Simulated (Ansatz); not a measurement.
## Geometry relaxation of CH$_{4}$OSSi

- system: CH$_{4}$OSSi, SMILES S[SiH]1CO1
- method: RKS PBE0-D4/def2-TZVP (Ansatz 0.2.0)

The geometry: PBE-D4/def2-SVP start. Figures and captions count atoms from 1; the log counts them from 0 in places.

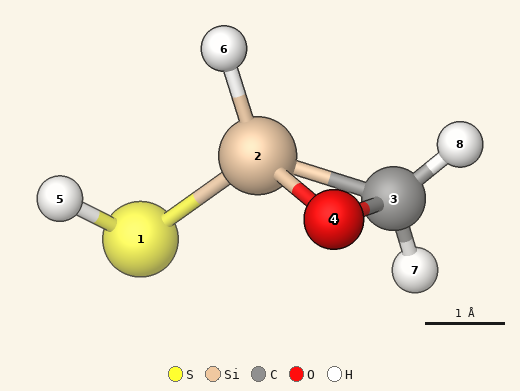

Fig. 1: The input geometry (ball-and-stick view, seen at a tilt; atoms are numbered from 1 in the order of the input). Bond lengths as drawn: C–H 1.11 Å, C–O 1.48 Å, C–Si 1.83 Å, H–S 1.36 Å, H–Si 1.49 Å, O–Si 1.71 Å and S–Si 2.14 Å.

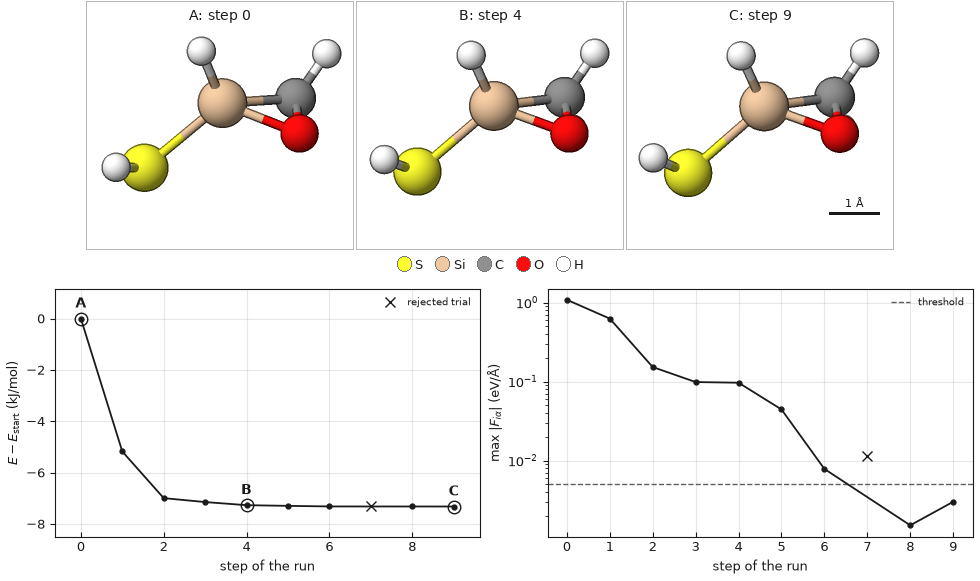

Fig. 2: Frames of the relaxation (ball-and-stick view, seen at a tilt) above the curves, on which the letters mark them (the first geometry is step 0 here and step 1 in the log).

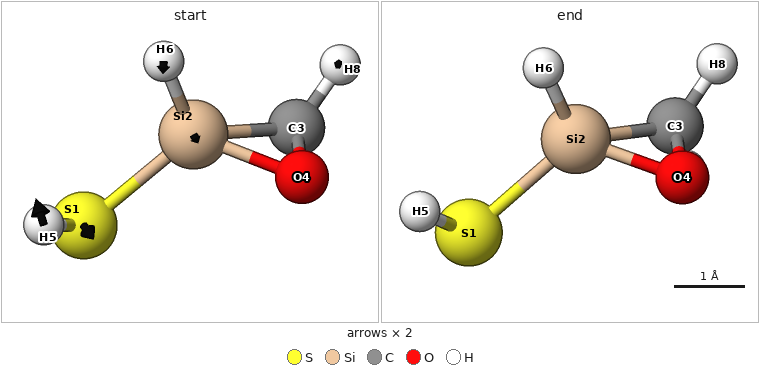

Fig. 3: Before (left) and after (right) the relaxation, at one scale (ball-and-stick view, seen at a tilt). The black arrows give the displacements, magnified 2 times. The energy falls by 7.32 kJ/mol in 9 geometry steps. Largest force component: 1.1 eV/Å at the start, 0.003 eV/Å at the end. The line search rejected the trial step at point 7 (counted from 0) and went back. The largest move after the best rigid fit is that of H5, 0.21 Å. Largest moves by element: H 0.21 Å, S 0.15 Å, Si 0.08 Å, C 0.03 Å, O 0.03 Å. Among the contacts that change: Si2–O4 1.706 → 1.652 Å, Si2–C3 1.828 → 1.798 Å, S1–Si2 2.137 → 2.112 Å, C3–H7 1.109 → 1.088 Å. Among the angles that change: S1–Si2–H6 113.0° → 110.9°. (Atoms are counted from 1 in the order of the input.)

These pictures come from the run below.

### Input
```yaml
crystal:
  periodic: [false, false, false]
  atoms:
    - {symbol: S, position_ang: [-2.026053, 0.167243, -0.882698]}
    - {symbol: Si, position_ang: [-0.101369, 0.498631, -0.015126]}
    - {symbol: C, position_ang: [1.102101, -0.876509, 0.043135]}
    - {symbol: O, position_ang: [0.420056, -0.463614, 1.293571]}
    - {symbol: H, position_ang: [-2.583999, 1.273891, -0.312973]}
    - {symbol: H, position_ang: [0.260286, 1.944015, 0.068905]}
    - {symbol: H, position_ang: [0.823295, -1.891961, -0.303988]}
    - {symbol: H, position_ang: [2.197783, -0.708796, 0.053475]}
basis:
  gaussian: {orbitals: def2-TZVP}
hamiltonian: {xc: pbe0, dispersion: d4}
relax: {f_tol: 0.005, max_steps: 150}
```

Launched with:
```bash
ansatz run in.yaml --threads 2 --pin off --events-out ev --progress --plain --max-ram 4352MiB
```

### Output
```
Functional definition: PBE0
  name "PBE0"
  cite "Adamo & Barone, J. Chem. Phys. 110, 6158 (1999) doi:10.1063/1.478522"
  cite "Perdew, Burke & Ernzerhof, Phys. Rev. Lett. 77, 3865 (1996) doi:10.1103/PhysRevLett.77.3865"
  parent pbe
  parameter a = 0.25
  parameter kappa = 0.804
  parameter beta = 0.06672455060314922
  exchange = (1 - a)*pbe_x(kappa = kappa, mu = beta*pi^2/3) + a*exact_x
  correlation = pbe_c(beta = beta)
1046 factors; their error is unknown
mean field evaluation 1: about -21847.7890 eV, gradient 5.3e1 eV
mean field evaluation 2: about -21829.7030 eV, gradient 1.1e2 eV
mean field evaluation 4: about -21853.5756 eV, gradient 7.4e0 eV
mean field evaluation 8: about -21853.7393 eV, gradient 3.2e-1 eV
mean field evaluation 16: about -21853.7395 eV, gradient 2.4e-5 eV
mean field -21853.73946753 eV, -803.1101124352 hartree, gradient 2.4e-5 eV, S^2 0.000000; 0 other end points of the search recorded, 0 dependent functions left out
the calculation of the forces begins
reference -21853.73949621 eV, -803.1101134890 hartree; 24, 24 occupied and 136, 136 virtual orbitals, 1046 factors
relax step   1: F+E_penalty+E_count = -21853.88503070 eV  Δ(F+E_penalty+E_count) = +0.000e0 eV  max|allowed force component| = 1.083e0 eV/Å  Δτ_max = 0.0000 Å  (29 SCF iters, accepted)
these checks for a lower state are left out or cut short: starts, cluster_reference, orbital_swaps, neighbouring_geometries, increment
1046 factors; their error is unknown
mean field -21853.79248490 eV, -803.1120607874 hartree, gradient 2.5e-5 eV, S^2 0.000000; 0 other end points of the search recorded, 0 dependent functions left out
the calculation of the forces begins
reference -21853.79251331 eV, -803.1120618314 hartree; 24, 24 occupied and 136, 136 virtual orbitals, 1046 factors
relax step   2: F+E_penalty+E_count = -21853.93869037 eV  Δ(F+E_penalty+E_count) = -5.366e-2 eV  max|allowed force component| = 6.256e-1 eV/Å  Δτ_max = 0.0410 Å  (30 SCF iters, accepted)
these checks for a lower state are left out or cut short: starts, cluster_reference, orbital_swaps, neighbouring_geometries, increment
1046 factors; their error is unknown
mean field -21853.81089217 eV, -803.1127372421 hartree, gradient 1.1e-5 eV, S^2 0.000000; 0 other end points of the search recorded, 0 dependent functions left out
the calculation of the forces begins
reference -21853.81092046 eV, -803.1127382817 hartree; 24, 24 occupied and 136, 136 virtual orbitals, 1046 factors
relax step   3: F+E_penalty+E_count = -21853.95752041 eV  Δ(F+E_penalty+E_count) = -1.883e-2 eV  max|allowed force component| = 1.525e-1 eV/Å  Δτ_max = 0.0597 Å  (32 SCF iters, accepted)
these checks for a lower state are left out or cut short: starts, cluster_reference, orbital_swaps, neighbouring_geometries, increment
1046 factors; their error is unknown
mean field evaluation 32: about -21853.7522 eV, gradient 1.1e0 eV
mean field -21853.81255299 eV, -803.1127982763 hartree, gradient 2.4e-5 eV, S^2 0.000000; 0 other end points of the search recorded, 0 dependent functions left out
the calculation of the forces begins
reference -21853.81258128 eV, -803.1127993159 hartree; 24, 24 occupied and 136, 136 virtual orbitals, 1046 factors
relax step   4: F+E_penalty+E_count = -21853.95910495 eV  Δ(F+E_penalty+E_count) = -1.585e-3 eV  max|allowed force component| = 9.843e-2 eV/Å  Δτ_max = 0.0192 Å  (30 SCF iters, accepted)
these checks for a lower state are left out or cut short: starts, cluster_reference, orbital_swaps, neighbouring_geometries, increment
1046 factors; their error is unknown
mean field -21853.81385975 eV, -803.1128462989 hartree, gradient 2.5e-5 eV, S^2 0.000000; 0 other end points of the search recorded, 0 dependent functions left out
the calculation of the forces begins
reference -21853.81388807 eV, -803.1128473394 hartree; 24, 24 occupied and 136, 136 virtual orbitals, 1046 factors
relax step   5: F+E_penalty+E_count = -21853.96036375 eV  Δ(F+E_penalty+E_count) = -1.259e-3 eV  max|allowed force component| = 9.654e-2 eV/Å  Δτ_max = 0.0625 Å  (30 SCF iters, accepted)
these checks for a lower state are left out or cut short: starts, cluster_reference, orbital_swaps, neighbouring_geometries, increment
1046 factors; their error is unknown
mean field -21853.81418974 eV, -803.1128584257 hartree, gradient 2.3e-5 eV, S^2 0.000000; 0 other end points of the search recorded, 0 dependent functions left out
the calculation of the forces begins
reference -21853.81421799 eV, -803.1128594638 hartree; 24, 24 occupied and 136, 136 virtual orbitals, 1046 factors
relax step   6: F+E_penalty+E_count = -21853.96063662 eV  Δ(F+E_penalty+E_count) = -2.729e-4 eV  max|allowed force component| = 4.431e-2 eV/Å  Δτ_max = 0.0253 Å  (30 SCF iters, accepted)
these checks for a lower state are left out or cut short: starts, cluster_reference, orbital_swaps, neighbouring_geometries, increment
1046 factors; their error is unknown
mean field -21853.81438572 eV, -803.1128656278 hartree, gradient 2.3e-5 eV, S^2 0.000000; 0 other end points of the search recorded, 0 dependent functions left out
the calculation of the forces begins
reference -21853.81441396 eV, -803.1128666657 hartree; 24, 24 occupied and 136, 136 virtual orbitals, 1046 factors
relax step   7: F+E_penalty+E_count = -21853.96087823 eV  Δ(F+E_penalty+E_count) = -2.416e-4 eV  max|allowed force component| = 7.822e-3 eV/Å  Δτ_max = 0.0137 Å  (31 SCF iters, accepted)
these checks for a lower state are left out or cut short: starts, cluster_reference, orbital_swaps, neighbouring_geometries, increment
1046 factors; their error is unknown
mean field evaluation 64: about -21853.8144 eV, gradient 4.0e-3 eV
mean field -21853.81437330 eV, -803.1128651712 hartree, gradient 2.3e-5 eV, S^2 0.000000; 0 other end points of the search recorded, 0 dependent functions left out
the calculation of the forces begins
reference -21853.81440153 eV, -803.1128662088 hartree; 24, 24 occupied and 136, 136 virtual orbitals, 1046 factors
relax step   8: F+E_penalty+E_count = -21853.96087297 eV  Δ(F+E_penalty+E_count) = +5.259e-6 eV  max|allowed force component| = 1.148e-2 eV/Å  Δτ_max = 0.0064 Å  (31 SCF iters, rejected (line search))
these checks for a lower state are left out or cut short: starts, cluster_reference, orbital_swaps, neighbouring_geometries, increment
1046 factors; their error is unknown
mean field -21853.81439928 eV, -803.1128661262 hartree, gradient 2.3e-5 eV, S^2 0.000000; 0 other end points of the search recorded, 0 dependent functions left out
the calculation of the forces begins
reference -21853.81442752 eV, -803.1128671640 hartree; 24, 24 occupied and 136, 136 virtual orbitals, 1046 factors
relax step   9: F+E_penalty+E_count = -21853.96089421 eV  Δ(F+E_penalty+E_count) = -1.598e-5 eV  max|allowed force component| = 1.513e-3 eV/Å  Δτ_max = 0.0032 Å  (33 SCF iters, accepted)
these checks for a lower state are left out or cut short: starts, cluster_reference, orbital_swaps, neighbouring_geometries, increment
1046 factors; their error is unknown
mean field -21853.81440910 eV, -803.1128664871 hartree, gradient 2.3e-5 eV, S^2 0.000000; 0 other end points of the search recorded, 0 dependent functions left out
the calculation of the forces begins
reference -21853.81443733 eV, -803.1128675243 hartree; 24, 24 occupied and 136, 136 virtual orbitals, 1046 factors
relax step  10: F+E_penalty+E_count = -21853.96090255 eV  Δ(F+E_penalty+E_count) = -8.346e-6 eV  max|allowed force component| = 3.003e-3 eV/Å  Δτ_max = 0.0070 Å  (31 SCF iters, accepted)
1046 factors; their error is unknown
mean field evaluation 96: about -21853.7589 eV, gradient 5.0e-2 eV
mean field -21853.81440910 eV, -803.1128664871 hartree, gradient 2.3e-5 eV, S^2 0.000000; 1 other end points of the search recorded, 0 dependent functions left out
the calculation of the forces begins
reference -21853.81443733 eV, -803.1128675243 hartree; 24, 24 occupied and 136, 136 virtual orbitals, 1046 factors
Total energy: -21853.96093078 eV, -803.1182510594 hartree
Atom 0 at    -2.067816     0.127869    -0.741443 Å, force    -0.000871     0.003003     0.001279 eV/Å
Atom 1 at    -0.127365     0.443674     0.030025 Å, force    -0.000436    -0.001124    -0.000248 eV/Å
Atom 2 at     1.107308    -0.862949     0.012623 Å, force     0.001807     0.002198     0.000861 eV/Å
Atom 3 at     0.423354    -0.488510     1.278143 Å, force    -0.000283    -0.000706    -0.000896 eV/Å
Atom 4 at    -2.470443     1.376934    -0.453177 Å, force     0.000288    -0.002184    -0.000791 eV/Å
Atom 5 at     0.187657     1.884515     0.091957 Å, force    -0.000051     0.000003    -0.000366 eV/Å
Atom 6 at     0.862526    -1.873069    -0.310361 Å, force    -0.000616    -0.000567    -0.000121 eV/Å
Atom 7 at     2.176880    -0.665564     0.036534 Å, force     0.000163    -0.000623     0.000282 eV/Å
Dipole moment:    -0.018969     0.297668    -0.277262 e Å
```

### Trajectory as extended XYZ (Å, eV, eV/Å), 10 frames, from step=1 to step=10
```
8
Properties=species:S:1:pos:R:3:forces:R:3 step=1 energy=-21853.88503
S    -2.0261    0.1672   -0.8827    0.1984   0.4746   0.4183
Si   -0.1014    0.4986   -0.0151    0.4316  -0.9034   0.7036
C     1.1021   -0.8765    0.0431    0.0229   0.0720  -0.1417
O     0.4201   -0.4636    1.2936   -0.2442   0.5536  -1.0829
H    -2.5840    1.2739   -0.3130    0.2161  -0.3810  -0.2127
H     0.2603    1.9440    0.0689   -0.1025  -0.3075  -0.0027
H     0.8233   -1.8920   -0.3040    0.1269   0.5740   0.2639
H     2.1978   -0.7088    0.0535   -0.6493  -0.0824   0.0542
8
Properties=species:S:1:pos:R:3:forces:R:3 step=2 energy=-21853.93869
S    -2.0185    0.1667   -0.8622   -0.0238   0.1787   0.1177
Si   -0.1054    0.4839   -0.0228    0.3616  -0.6057   0.6127
C     1.0999   -0.8696    0.0320   -0.0380   0.0635  -0.0428
O     0.4101   -0.4637    1.2744   -0.2172   0.4263  -0.6256
H    -2.5445    1.2849   -0.3127    0.0867  -0.1585  -0.0998
H     0.2377    1.9196    0.0682   -0.0139  -0.0713  -0.0120
H     0.8328   -1.8799   -0.2939    0.0366   0.1807   0.0521
H     2.1801   -0.6989    0.0614   -0.1919  -0.0137  -0.0024
8
Properties=species:S:1:pos:R:3:forces:R:3 step=3 energy=-21853.95752
S    -2.0217    0.1504   -0.8295   -0.0774   0.0487   0.0254
Si   -0.1131    0.4646    0.0070    0.0802  -0.0309   0.0226
C     1.0974   -0.8650    0.0262    0.0262   0.0322  -0.1525
O     0.4182   -0.4605    1.2725   -0.0730   0.0068   0.1043
H    -2.5200    1.3102   -0.3609    0.0273  -0.0472  -0.0296
H     0.2286    1.8962    0.0829   -0.0154   0.0417  -0.0087
H     0.8337   -1.8700   -0.2946   -0.0028  -0.0481   0.0112
H     2.1689   -0.6830    0.0407    0.0349  -0.0033   0.0273
8
Properties=species:S:1:pos:R:3:forces:R:3 step=4 energy=-21853.95911
S    -2.0326    0.1489   -0.8151   -0.0218  -0.0020   0.0079
Si   -0.1147    0.4601    0.0075    0.0213   0.0088   0.0067
C     1.1008   -0.8645    0.0218    0.0361  -0.0229  -0.0984
O     0.4163   -0.4666    1.2701   -0.0499   0.0095   0.0974
H    -2.5119    1.3239   -0.3716    0.0103  -0.0002  -0.0094
H     0.2190    1.8952    0.0817   -0.0088   0.0124  -0.0082
H     0.8425   -1.8732   -0.2955    0.0055  -0.0055  -0.0025
H     2.1727   -0.6808    0.0453    0.0073   0.0000   0.0066
8
Properties=species:S:1:pos:R:3:forces:R:3 step=5 energy=-21853.96036
S    -2.0539    0.1343   -0.7770   -0.0072   0.0965   0.0481
Si   -0.1237    0.4497    0.0215    0.0074  -0.0117  -0.0108
C     1.1046   -0.8634    0.0148    0.0169  -0.0197  -0.0038
O     0.4203   -0.4793    1.2758   -0.0119   0.0080   0.0043
H    -2.4834    1.3588   -0.4150    0.0147  -0.0816  -0.0337
H     0.1968    1.8899    0.0867   -0.0070  -0.0151  -0.0015
H     0.8557   -1.8752   -0.3020    0.0019   0.0221  -0.0038
H     2.1756   -0.6717    0.0394   -0.0148   0.0014   0.0012
8
Properties=species:S:1:pos:R:3:forces:R:3 step=6 energy=-21853.96064
S    -2.0606    0.1340   -0.7568   -0.0218   0.0249   0.0069
Si   -0.1237    0.4456    0.0260   -0.0102   0.0273   0.0101
C     1.1078   -0.8642    0.0138   -0.0113  -0.0014   0.0166
O     0.4224   -0.4843    1.2782    0.0115  -0.0103  -0.0327
H    -2.4860    1.3700   -0.4375    0.0367  -0.0443  -0.0070
H     0.1933    1.8863    0.0892    0.0037  -0.0069  -0.0009
H     0.8609   -1.8747   -0.3071   -0.0017   0.0070   0.0047
H     2.1780   -0.6699    0.0385   -0.0070   0.0035   0.0023
8
Properties=species:S:1:pos:R:3:forces:R:3 step=7 energy=-21853.96088
S    -2.0648    0.1299   -0.7483   -0.0019  -0.0012   0.0017
Si   -0.1264    0.4449    0.0284    0.0035  -0.0023  -0.0009
C     1.1070   -0.8628    0.0135    0.0013  -0.0058  -0.0071
O     0.4224   -0.4875    1.2776   -0.0068   0.0078   0.0039
H    -2.4749    1.3729   -0.4450    0.0021  -0.0002  -0.0008
H     0.1905    1.8853    0.0892   -0.0006   0.0012   0.0040
H     0.8614   -1.8727   -0.3096   -0.0009  -0.0026  -0.0006
H     2.1768   -0.6672    0.0384    0.0033   0.0030  -0.0002
8
Properties=species:S:1:pos:R:3:forces:R:3 step=8 energy=-21853.96087 accepted=F
S    -2.0663    0.1285   -0.7444   -0.0022   0.0009  -0.0024
Si   -0.1263    0.4443    0.0279   -0.0069   0.0013   0.0115
C     1.1070   -0.8636    0.0128    0.0038   0.0087   0.0025
O     0.4229   -0.4868    1.2775    0.0051  -0.0048  -0.0048
H    -2.4716    1.3752   -0.4500   -0.0001   0.0000  -0.0005
H     0.1879    1.8853    0.0932    0.0021  -0.0023  -0.0071
H     0.8620   -1.8740   -0.3087   -0.0022  -0.0010  -0.0024
H     2.1766   -0.6661    0.0360    0.0005  -0.0027   0.0032
8
Properties=species:S:1:pos:R:3:forces:R:3 step=9 energy=-21853.96089
S    -2.0658    0.1292   -0.7462   -0.0006   0.0008   0.0010
Si   -0.1265    0.4445    0.0284   -0.0007  -0.0006   0.0012
C     1.1071   -0.8630    0.0132    0.0015  -0.0006  -0.0013
O     0.4224   -0.4874    1.2776   -0.0006   0.0011  -0.0005
H    -2.4732    1.3742   -0.4473    0.0008  -0.0006  -0.0010
H     0.1894    1.8852    0.0905   -0.0001  -0.0002   0.0004
H     0.8618   -1.8731   -0.3097   -0.0008  -0.0005   0.0000
H     2.1769   -0.6666    0.0377    0.0004   0.0007   0.0004
8
Properties=species:S:1:pos:R:3:forces:R:3 step=10 energy=-21853.96090
S    -2.0678    0.1279   -0.7414   -0.0009   0.0030   0.0013
Si   -0.1274    0.4437    0.0300   -0.0004  -0.0011  -0.0002
C     1.1073   -0.8629    0.0126    0.0018   0.0022   0.0009
O     0.4234   -0.4885    1.2781   -0.0003  -0.0007  -0.0009
H    -2.4704    1.3769   -0.4532    0.0003  -0.0022  -0.0008
H     0.1877    1.8845    0.0920   -0.0001   0.0000  -0.0004
H     0.8625   -1.8731   -0.3104   -0.0006  -0.0006  -0.0001
H     2.1769   -0.6656    0.0365    0.0002  -0.0006   0.0003
```

### Summary

- outcome: converged
- total energy: −21853.9609 eV
- mean-field energy: −21853.8144 eV
- dispersion energy: −0.1465 eV
- SCF solution under orbital rotations: stable
- largest force (length of the vector) at the end: 0.003 eV/Å
- dipole moment: 1.96 D
- hardware: 2 threads of Arm Neoverse V2, 23 GiB of memory available, shared host
- wall time: 30 s (CPU time 58 s)
- peak memory: 0.34 GiB
